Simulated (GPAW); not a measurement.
# Work function of 1T-TaSTe monolayer at several levels, part 2 of 2

How far do functional and basis move the work function of 1T-TaSTe monolayer?

GPAW 26.7.0; GPAW, PAW setups; layer in a repeated cell with vacuum, relaxation of atoms and in-plane cell (the session's first sound run).

So far, upper work function (eV): step 3 (the slab's potential, PBE, GPAW) 5.03; step 4 (self-consistent run: xc = "RPBE") 4.94; step 5 (OptPBE vdW: xc = "optPBE-vdW", GPAW, PAW setups, GPAW) 5.24; step 6 (self-consistent run: xc = "vdW-DF2", GPAW, PAW setups, GPAW) 5.35; step 7 (self-consistent run: xc = "LDA") 5.28.

## Step 8: Self-consistent run: xc = "revPBE"

Level of this step: GPAW, PAW setups; slab in vacuum (GPAW).

The same geometry under revPBE, to see how far the functional moves the levels against the vacuum.

File run.py:

```python
import json
import numpy as np
from ase import Atoms
from gpaw import GPAW, PW

slab = Atoms(
    ['Te', 'Ta', 'S'],
    positions=[
        [1.76585, 1.01952, 9.00000],
        [-0.00000, -0.00000, 10.94089],
        [-0.00000, 2.03903, 12.35028]],
    cell=[[3.53171, -0.0, 0.0], [-1.76585, 3.05856, 0.0], [0.0, 0.0, 21.3503]],
    pbc=[True, True, False])

slab.calc = GPAW(mode=PW(400), xc='revPBE', kpts={'size': (9, 9, 1), 'gamma': True},
                 occupations={'name': 'fermi-dirac', 'width': 0.05}, nbands='160%',
                 convergence={'density': 1e-05}, maxiter=200,
                 poissonsolver={'dipolelayer': 'xy'},
                 symmetry={'tolerance': 1e-3}, txt='slab.txt')
result = {}
energy = slab.get_potential_energy()
fermi = slab.calc.get_fermi_level()
v = slab.calc.get_electrostatic_potential().mean((0, 1)) - fermi
n = slab.calc.get_pseudo_density().mean((0, 1))
L = slab.cell[2, 2]
z = np.arange(len(v)) * L / len(v)
low, high = slab.positions[:, 2].min(), slab.positions[:, 2].max()
below, above = np.interp([low - 6.8, high + 6.8], z, v)
slopes = [np.interp(x, z, np.gradient(v, z)) for x in (low - 6.8, high + 6.8)]
eps = np.array([[slab.calc.get_eigenvalues(k, s) for k in range(len(slab.calc.get_ibz_k_points()))]
                for s in range(slab.calc.get_number_of_spins())]) - fermi
top, bottom = eps[eps < 0].max(), eps[eps > 0].min()
dipole = slab.get_dipole_moment()[2]
print(f'energy {energy:.4f} eV, Fermi level {fermi:.4f} eV, dipole {dipole:.5f} e A')
print(f'potential 6.8 A off the faces, from the Fermi level: lower {below:.4f} eV, upper {above:.4f} eV')
print(f'slope of the potential there: lower {slopes[0]:.5f}, upper {slopes[1]:.5f} eV/A')
print(f'nearest levels on the mesh: {top:.4f} and {bottom:.4f} eV')
print('magnetic moment', round(slab.get_magnetic_moment(), 3))
result.update(energy=energy, fermi=fermi, dipole=dipole, below=below, above=above, slopes=slopes, edges=[top, bottom],
              z=z.tolist(), v=v.tolist(), n=n.tolist(), positions=slab.positions.tolist(),
              forces=slab.get_forces(apply_constraint=False).tolist(), moments=slab.get_magnetic_moments().tolist())
json.dump(result, open('result.json', 'w'))
```

On the command line:

```bash
OMP_NUM_THREADS=1 OPENBLAS_NUM_THREADS=1 python run.py
```

Output:

```text
energy -18.1476 eV, Fermi level -0.7442 eV, dipole -0.05092 e A
potential 6.8 A off the faces, from the Fermi level: lower 4.0908 eV, upper 4.9385 eV
slope of the potential there: lower 0.00006, upper -0.00005 eV/A
nearest levels on the mesh: -0.0217 and 0.1182 eV
magnetic moment 0.0
```

Wall time 30 s (1 thread of Arm Neoverse V2, shared host); peak memory 0.2 GiB.

This step gave:

```yaml
dipole_along_the_normal: -0.05092 e·Å
levels_nearest_the_fermi_level_on_the_mesh: -0.02169, 0.1182 eV from the Fermi level
upper_work_function: 4.938 eV
lower_work_function: 4.091 eV
```

The upper face's work function is 4.938 eV, against 5.031 eV in the first plane-wave PBE run at this geometry.

## Step 9: Real-space grid: mode = "fd"

A real-space grid is a second complete basis, so it checks the plane-wave result.

run.py: that of step 8 with these lines changed.

```diff
@@ -3,3 +3,3 @@
 from ase import Atoms
-from gpaw import GPAW, PW
+from gpaw import GPAW
 
@@ -14,3 +14,3 @@
 
-slab.calc = GPAW(mode=PW(400), xc='revPBE', kpts={'size': (9, 9, 1), 'gamma': True},
+slab.calc = GPAW(mode='fd', h=0.18, xc='PBE', kpts={'size': (9, 9, 1), 'gamma': True},
                  occupations={'name': 'fermi-dirac', 'width': 0.05}, nbands='160%',
```

Output:

```text
energy -19.0653 eV, Fermi level -4.6177 eV, dipole -0.04942 e A
potential 6.8 A off the faces, from the Fermi level: lower 4.2038 eV, upper 5.0315 eV
slope of the potential there: lower -0.00000, upper 0.00000 eV/A
nearest levels on the mesh: -0.0226 and 0.1185 eV
magnetic moment 0.0
```

The job ended after 59 s (1 thread; peak memory 0.38 GiB).

Numbers from this step:

```
dipole along the normal                    : -0.04942 e·Å
levels nearest the Fermi level on the mesh : -0.02264, 0.1185 eV from the Fermi level
upper work function                        : 5.032 eV
lower work function                        : 4.204 eV
```

The upper face's work function is 5.032 eV, against 5.031 eV in the first plane-wave PBE run at this geometry.

## Step 10: Atomic orbitals: mode = "lcao"

Atom-centred orbitals end a few angstrom from the surface, which tests how much the density's tail matters.

run.py: that of step 9 with these lines changed.

```diff
@@ -14,4 +14,4 @@
 
-slab.calc = GPAW(mode='fd', h=0.18, xc='PBE', kpts={'size': (9, 9, 1), 'gamma': True},
-                 occupations={'name': 'fermi-dirac', 'width': 0.05}, nbands='160%',
+slab.calc = GPAW(mode='lcao', basis='dzp', h=0.18, xc='PBE', kpts={'size': (9, 9, 1), 'gamma': True},
+                 occupations={'name': 'fermi-dirac', 'width': 0.05}, nbands='120%',
                  convergence={'density': 1e-05}, maxiter=200,
```

Output:

```text
energy -18.1887 eV, Fermi level -4.5574 eV, dipole -0.06081 e A
potential 6.8 A off the faces, from the Fermi level: lower 4.0481 eV, upper 5.0667 eV
slope of the potential there: lower 0.00000, upper 0.00000 eV/A
nearest levels on the mesh: -0.0233 and 0.0928 eV
magnetic moment 0.0
```

Elapsed: 43 s, on 1 thread; peak memory 0.27 GiB.

Numbers from this step:

* dipole along the normal: -0.06081 e·Å
* levels nearest the Fermi level on the mesh: -0.02327, 0.09284 eV from the Fermi level
* upper work function: 5.067 eV
* lower work function: 4.048 eV

The upper face's work function is 5.067 eV, against 5.031 eV in the first plane-wave PBE run at this geometry.

## Step 11: All levels side by side

Times are for 1 thread of Arm Neoverse V2, shared host. The series side by side:

```tsv
no.	run	upper work function (eV)	lower work function (eV)	time	memory (GiB)
1	pw	5.031	4.201	27 s	0.2
2	RPBE	4.940	4.084	28 s	0.2
3	optPBE vdW	5.239	4.404	40 s	0.37
4	vdW DF2	5.346	4.505	37 s	0.37
5	LDA	5.277	4.503	28 s	0.19
6	revPBE	4.938	4.091	30 s	0.2
7	fd	5.032	4.204	59 s	0.38
8	lcao	5.067	4.048	43 s	0.27
```

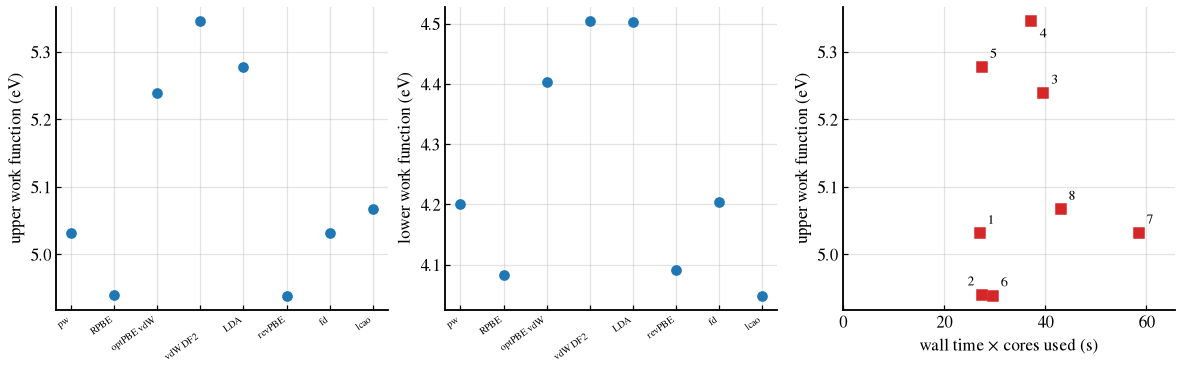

The series as plots; the last panel sets the first result against cost, with the runs numbered as in the table.

## Step 12: Side by side

Results and costs are gathered.

This step: comparison of work functions, dipole and cost (GPAW 26.7.0).

Ladder, by row:

```tsv
step	code	work function, upper (eV)	work function, lower (eV)	dipole (e Å)	wall time (s)	peak memory (GiB)	threads
pw	GPAW	5.031	4.201	-0.04988	27.14	0.2	1
RPBE	GPAW	4.94	4.084	-0.05142	27.51	0.2	1
optPBE-vdW	GPAW	5.239	4.404	-0.05017	39.66	0.37	1
vdW-DF2	GPAW	5.346	4.505	-0.05054	37.32	0.37	1
LDA	GPAW	5.277	4.503	-0.04656	27.63	0.19	1
revPBE	GPAW	4.938	4.091	-0.05092	29.68	0.2	1
fd	GPAW	5.032	4.204	-0.04942	58.57	0.38	1
lcao	GPAW	5.067	4.048	-0.06081	43.13	0.27	1
```

## Step 13: A changed run

One more run, with changed settings.

This step: GPAW, PAW setups; slab in vacuum (GPAW 26.7.0).

run.py: that of step 10 with these lines changed.

```diff
@@ -14,5 +14,5 @@
 
-slab.calc = GPAW(mode='lcao', basis='dzp', h=0.18, xc='PBE', kpts={'size': (9, 9, 1), 'gamma': True},
-                 occupations={'name': 'fermi-dirac', 'width': 0.05}, nbands='120%',
-                 convergence={'density': 1e-05}, maxiter=200,
+slab.calc = GPAW(mode='fd', h=0.4, xc='PBE', kpts={'size': (9, 9, 1), 'gamma': True},
+                 occupations={'name': 'fermi-dirac', 'width': 0.05}, nbands='160%',
+                 convergence={'density': 1e-05}, maxiter=50,
                  poissonsolver={'dipolelayer': 'xy'},
```

Output:

```text
energy -16.6049 eV, Fermi level -4.7210 eV, dipole -0.04856 e A
potential 6.8 A off the faces, from the Fermi level: lower 4.3143 eV, upper 5.1278 eV
slope of the potential there: lower -0.00000, upper 0.00000 eV/A
nearest levels on the mesh: -0.0296 and 0.1534 eV
magnetic moment 0.0
```

Run time: 10 s. Hardware: 1 thread; peak memory 0.14 GiB.

The run finished. A setting was moved off its sound value on purpose, so it serves as a test and not as the result.

The fault put into the input: a grid far too coarse (mode = "fd" and h = 0.4).

The two runs compared:

```tsv
quantity	this run	sound run	difference
dipole along the normal (e·Å)	-0.048557	-0.049877	0.00132
upper work function (eV)	5.1278	5.0313	0.0965
lower work function (eV)	4.3143	4.2010	0.113
```

One result that differs is the lower work function, 4.31 eV against 4.20 eV.

## Step 14: Outcome

```json
{"work function, upper and lower face": "5.031 and 4.201 eV", "dipole along the normal": "-0.0499 e Å"}
```

**Reading.** With plane waves and PBE the work function is 5.03 eV on the upper face and 4.20 eV on the lower. The two faces differ by 0.83 eV, the step that the slab's dipole makes (e p/(ε0 A) gives 0.84 eV), so the dipole layer is needed. Over the sound runs of the table the upper face's work function spans 4.938 (revPBE) to 5.346 eV (vdW-DF2). The starting lattice was a guess from atomic radii; the relaxation moved it by -6 %. The relaxation of atoms and cell ran in a fully periodic cell without the dipole layer, so the atoms of this polar layer felt a small spurious field. The cell holds an odd number of electrons, so without spin polarisation it must come out metallic and without a moment, whatever its true state. The layer's cell and atoms come from the relaxation; spin-orbit coupling and temperature are left out.

[Logs are printed without paths, hosts, clocks, repeated set-up lines and the standing remarks that a program may print on its own settings, such as how far it seeks lower states.]

[Hosts, paths, dates, database ids (printed as entryN), source tags and the programs' standing remarks are cut or masked in the printed files.]
